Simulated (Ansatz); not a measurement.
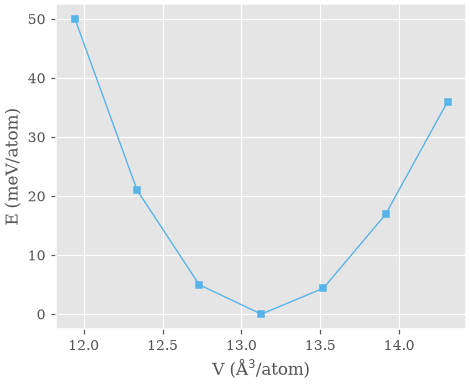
*YC₂ (MoSi2 or CaC2 type, I4/mmm) under volume change, plane-wave PAW LDA (Ansatz code), shape and atoms relaxed at each volume.*

**Question.** What does a third-order Birch–Murnaghan fit give for V₀, B₀ and B′?

**Answer.** V₀ = 13.13 Å³/atom, B₀ = 127 GPa, B′ = 4.5.

The workflow started from an entry of the Crystallography Open Database (COD). Whether it is the stable phase at ambient conditions was not checked. The cell was relaxed with LDA under the symmetry of its start; of distortions, only those at the zone centre were tested. The run is not spin-polarised.

Potentials: the later of the program's two PAW sets.
